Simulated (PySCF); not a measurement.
# Se⁺: dipole response in x2c-TZVPPall plus 1 even-tempered diffuse shell per l

How polarisable is Se⁺ at the levels listed below?

Method: unrestricted determinants in a Gaussian basis, no spin-orbit coupling in the energies. Code: PySCF 2.14.0.

### 1 The system

```
Element     : selenium (Z = 34)
Basis       : x2c-TZVPPall with one added diffuse shell each of s, p, d type (7s6p5d1f, 57 functions)
Hamiltonian : scalar relativity by spin-free X2C-1e
State 1     : Se⁺: [Ar] 3d10 4s2 4p3, high-spin 4S determinant
Methods     : UHF, PBE, PBE0, r2SCANh, M06-2X
```

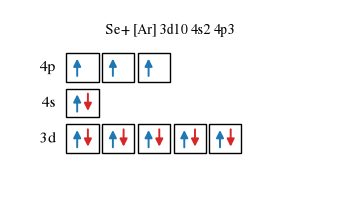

Outer shells as boxes.

One driver process ran all states and methods and kept the integrals in memory. Each run is shown as a PySCF script that sums up its settings (the driver passes frozen orbitals as a list and adds second-order terms of double hybrids); the logs are those of the runs themselves. The driver starts from symmetry-adapted Hartree-Fock orbitals, holds the occupation by maximum overlap and uses a logarithmic radial grid for functionals, so a plain start would take other cycles.

The integrals over 57 functions and the set-up took 0.4 s of CPU time.

### 2 Se⁺, method by method

#### UHF

File input.py:

```python
from pyscf import gto, scf, dft, mp, cc
import basis_set_exchange as bse
mol = gto.M(atom="Se 0 0 0", charge=1, spin=3, symmetry="D2h",
            basis=gto.basis.parse(bse.get_basis("x2c-TZVPPall", elements=["Se"], fmt="nwchem", augment_diffuse=1)),
            nucmod="G")
mf = scf.UHF(mol).sfx2c1e()
mf.irrep_nelec = {'Ag': (6, 6), 'B1g': (1, 1), 'B2g': (1, 1), 'B3g': (1, 1), 'B1u': (3, 2), 'B2u': (3, 2), 'B3u': (3, 2)}
mf.kernel()
```

Log:

```text
damping factor = 0
level_shift factor = 0
DIIS = <class 'pyscf.scf.diis.CDIIS'>
diis_start_cycle = 1
diis_space = 10
diis_damp = 0
SCF conv_tol = 1e-09
SCF conv_tol_grad = None
number electrons alpha = 18  beta = 15
cycle= 1 E= -2427.75313853069  delta_E= -2.6e-09  |g|= 2.26e-05  |ddm|= 0.000127
cycle= 2 E= -2427.75313853106  delta_E= -3.7e-10  |g|= 9.74e-06  |ddm|= 4.58e-05
converged SCF energy = -2427.75313853106  <S^2> = 3.7508694  2S+1 = 4.0004347
```

It used 1.3 s of CPU time after the integrals (shared host).

The occupied shells:

| shell | electrons | mean orbital energy (eV) | spread (eV) | rms radius (bohr) |
| --- | --- | --- | --- | --- |
| 1s α | 1 | -12747.8 | 0 | 0.0508 |
| 1s β | 1 | -12747.5 | 0 | 0.0508 |
| 2s α | 1 | -1706.8 | 0 | 0.212 |
| 2s β | 1 | -1706.6 | 0 | 0.212 |
| 2p α | 3 | -1497.7 | 0 | 0.189 |
| 2p β | 3 | -1497.3 | 0 | 0.189 |
| 3s α | 1 | -261.37 | 0 | 0.612 |
| 3s β | 1 | -260.76 | 0 | 0.612 |
| 3p α | 3 | -193.64 | 0 | 0.636 |
| 3p β | 3 | -192.81 | 0 | 0.636 |
| 3d α | 5 | -81.109 | 0 | 0.695 |
| 3d β | 5 | -80.693 | 0 | 0.695 |
| 4s α | 1 | -36.633 | 0 | 1.91 |
| 4s β | 1 | -28.209 | 0 | 1.91 |
| 4p α | 3 | -21.427 | 0 | 2.26 |

⟨S²⟩ = 3.751, ⟨L²⟩ = 0.00.

The driver then solved the coupled dipole response at imaginary frequencies: mean α = 14.15 bohr³, C₆ = 86.42 au for a like pair.

#### PBE

input.py differs from the last one in:

```diff
@@ -5,3 +5,3 @@
             nucmod="G")
-mf = scf.UHF(mol).sfx2c1e()
+mf = dft.UKS(mol, xc="PBE").sfx2c1e()
 mf.irrep_nelec = {'Ag': (6, 6), 'B1g': (1, 1), 'B2g': (1, 1), 'B3g': (1, 1), 'B1u': (3, 2), 'B2u': (3, 2), 'B3u': (3, 2)}
```

Log:

```text
damping factor = 0
level_shift factor = 0
DIIS = <class 'pyscf.scf.diis.CDIIS'>
diis_start_cycle = 1
diis_space = 10
diis_damp = 0
SCF conv_tol = 1e-09
SCF conv_tol_grad = None
number electrons alpha = 18  beta = 15
XC functionals = PBE
    J. P. Perdew, K. Burke, and M. Ernzerhof.,  Phys. Rev. Lett. 77, 3865 (1996)
    J. P. Perdew, K. Burke, and M. Ernzerhof.,  Phys. Rev. Lett. 78, 1396 (1997)
    J. P. Perdew, K. Burke, and M. Ernzerhof.,  Phys. Rev. Lett. 77, 3865 (1996)
    J. P. Perdew, K. Burke, and M. Ernzerhof.,  Phys. Rev. Lett. 78, 1396 (1997)
cycle= 1 E= -2429.1182408156  delta_E= -0.0089  |g|= 0.152  |ddm|= 0.179
cycle= 2 E= -2429.11849802714  delta_E= -0.000257  |g|= 0.139  |ddm|= 0.102
cycle= 3 E= -2429.12074278334  delta_E= -0.00224  |g|= 0.00394  |ddm|= 0.0544
cycle= 4 E= -2429.12074734346  delta_E= -4.56e-06  |g|= 4.13e-05  |ddm|= 0.00467
cycle= 5 E= -2429.12074734365  delta_E= -1.88e-10  |g|= 4.16e-07  |ddm|= 2.44e-05
converged SCF energy = -2429.12074734365  <S^2> = 3.7504141  2S+1 = 4.000207
```

It used 3.1 s of CPU time after the integrals (shared host).

The driver then solved the coupled dipole response at imaginary frequencies: mean α = 14.35 bohr³, C₆ = 87.49 au for a like pair.

#### PBE0

input.py differs from the last one in:

```diff
@@ -5,3 +5,3 @@
             nucmod="G")
-mf = dft.UKS(mol, xc="PBE").sfx2c1e()
+mf = dft.UKS(mol, xc="PBE0").sfx2c1e()
 mf.irrep_nelec = {'Ag': (6, 6), 'B1g': (1, 1), 'B2g': (1, 1), 'B3g': (1, 1), 'B1u': (3, 2), 'B2u': (3, 2), 'B3u': (3, 2)}
```

Log:

```text
damping factor = 0
level_shift factor = 0
DIIS = <class 'pyscf.scf.diis.CDIIS'>
diis_start_cycle = 1
diis_space = 10
diis_damp = 0
SCF conv_tol = 1e-09
SCF conv_tol_grad = None
number electrons alpha = 18  beta = 15
XC functionals = PBE0
    C. Adamo and V. Barone.,  J. Chem. Phys. 110, 6158 (1999)
    M. Ernzerhof and G. E. Scuseria.,  J. Chem. Phys. 110, 5029 (1999)
cycle= 1 E= -2429.17174645098  delta_E= -0.00541  |g|= 0.0877  |ddm|= 0.127
cycle= 2 E= -2429.17202733937  delta_E= -0.000281  |g|= 0.0679  |ddm|= 0.0601
cycle= 3 E= -2429.17255833833  delta_E= -0.000531  |g|= 0.00189  |ddm|= 0.0265
cycle= 4 E= -2429.17255897491  delta_E= -6.37e-07  |g|= 4.4e-05  |ddm|= 0.00168
cycle= 5 E= -2429.17255897607  delta_E= -1.16e-09  |g|= 1.9e-06  |ddm|= 7.5e-05
cycle= 6 E= -2429.17255897607  delta_E= -1.36e-12  |g|= 1.24e-07  |ddm|= 4.52e-06
converged SCF energy = -2429.17255897607  <S^2> = 3.7504582  2S+1 = 4.0002291
```

It used 3.9 s of CPU time after the integrals (shared host).

The driver then solved the coupled dipole response at imaginary frequencies: mean α = 14.14 bohr³, C₆ = 85.99 au for a like pair.

#### r2SCANh

input.py differs from the last one in:

```diff
@@ -5,3 +5,3 @@
             nucmod="G")
-mf = dft.UKS(mol, xc="PBE0").sfx2c1e()
+mf = dft.UKS(mol, xc="HYB_MGGA_XC_R2SCANH").sfx2c1e()
 mf.irrep_nelec = {'Ag': (6, 6), 'B1g': (1, 1), 'B2g': (1, 1), 'B3g': (1, 1), 'B1u': (3, 2), 'B2u': (3, 2), 'B3u': (3, 2)}
```

Log:

```text
damping factor = 0
level_shift factor = 0
DIIS = <class 'pyscf.scf.diis.CDIIS'>
diis_start_cycle = 1
diis_space = 10
diis_damp = 0
SCF conv_tol = 1e-09
SCF conv_tol_grad = None
number electrons alpha = 18  beta = 15
XC functionals = HYB_MGGA_XC_R2SCANH
    M. Bursch, H. Neugebauer, S. Ehlert, and S. Grimme.,  J. Chem. Phys. 156, 134105 (2022)
cycle= 1 E= -2429.42473597012  delta_E= -0.00622  |g|= 0.0824  |ddm|= 0.125
cycle= 2 E= -2429.42494529159  delta_E= -0.000209  |g|= 0.0663  |ddm|= 0.0559
cycle= 3 E= -2429.42545747961  delta_E= -0.000512  |g|= 0.00201  |ddm|= 0.0259
cycle= 4 E= -2429.42545825148  delta_E= -7.72e-07  |g|= 0.000102  |ddm|= 0.00191
cycle= 5 E= -2429.42545826233  delta_E= -1.08e-08  |g|= 8.22e-06  |ddm|= 0.000325
cycle= 6 E= -2429.42545826239  delta_E= -5.73e-11  |g|= 5.11e-07  |ddm|= 2.41e-05
converged SCF energy = -2429.42545826239  <S^2> = 3.7505957  2S+1 = 4.0002978
```

CPU time 13 s on a shared host, the integrals not counted.

The driver then solved the coupled dipole response at imaginary frequencies: mean α = 14.05 bohr³, C₆ = 87.80 au for a like pair.

#### M06-2X

input.py differs from the last one in:

```diff
@@ -5,3 +5,3 @@
             nucmod="G")
-mf = dft.UKS(mol, xc="HYB_MGGA_XC_R2SCANH").sfx2c1e()
+mf = dft.UKS(mol, xc="M062X").sfx2c1e()
 mf.irrep_nelec = {'Ag': (6, 6), 'B1g': (1, 1), 'B2g': (1, 1), 'B3g': (1, 1), 'B1u': (3, 2), 'B2u': (3, 2), 'B3u': (3, 2)}
```

Log:

```text
damping factor = 0
level_shift factor = 0
DIIS = <class 'pyscf.scf.diis.CDIIS'>
diis_start_cycle = 1
diis_space = 10
diis_damp = 0
SCF conv_tol = 1e-09
SCF conv_tol_grad = None
number electrons alpha = 18  beta = 15
XC functionals = M062X
    Y. Zhao and D. G. Truhlar.,  Theor. Chem. Acc. 120, 215 (2008)
    Y. Zhao and D. G. Truhlar.,  Theor. Chem. Acc. 120, 215 (2008)
cycle= 1 E= -2429.55750755381  delta_E= -0.00379  |g|= 0.0334  |ddm|= 0.145
cycle= 2 E= -2429.55759689592  delta_E= -8.93e-05  |g|= 0.0233  |ddm|= 0.0283
cycle= 3 E= -2429.5576599764  delta_E= -6.31e-05  |g|= 0.000703  |ddm|= 0.00943
cycle= 4 E= -2429.55766025889  delta_E= -2.82e-07  |g|= 7.73e-05  |ddm|= 0.00149
cycle= 5 E= -2429.5576602615  delta_E= -2.61e-09  |g|= 1.67e-05  |ddm|= 0.000147
cycle= 6 E= -2429.55766026158  delta_E= -8.14e-11  |g|= 1.2e-06  |ddm|= 3.03e-05
converged SCF energy = -2429.55766026158  <S^2> = 3.7522797  2S+1 = 4.0011397
```

It used 13 s of CPU time after the integrals (shared host).

The driver then solved the coupled dipole response at imaginary frequencies: mean α = 14.02 bohr³, C₆ = 83.21 au for a like pair.

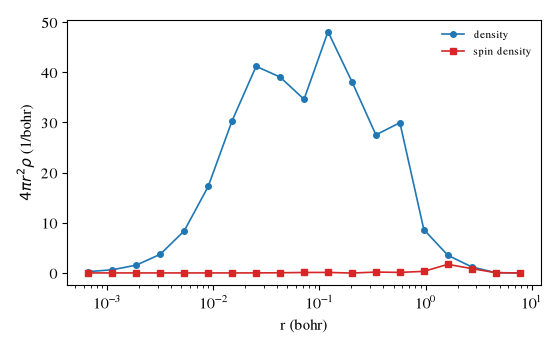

Radial density 4πr²ρ of Se⁺ at UHF, at 19 stored radii joined by straight lines.

### 3 The response side by side

Se⁺, in atomic units:

```
 method  mean α  C₆ (like pair)  S(−4)
    UHF   14.15           86.42  47.60
    PBE   14.35           87.49  50.71
   PBE0   14.14           85.99  48.10
r2SCANh   14.05           87.80  44.64
 M06-2X   14.02           83.21  48.79
```

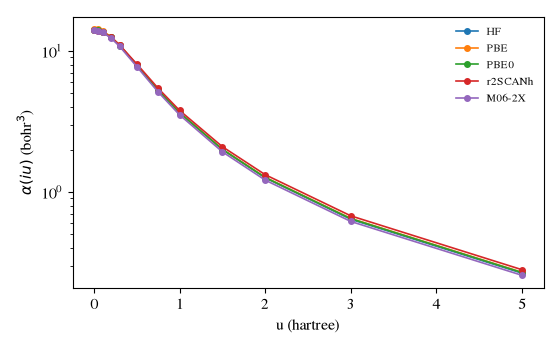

α(iu) of Se⁺, the polarisability at imaginary frequency, on a logarithmic scale.

### 4 Summary of results

| quantity | value |
| --- | --- |
| α of Se⁺ | 14.02 (M06-2X) to 14.35 (PBE) bohr³ |

In words: A single London oscillator with the computed α and C₆ of Se⁺ at UHF would have ω = 4 C₆ / (3 α²) = 0.576 hartree. All values hold for this basis alone; no basis-set limit was taken.
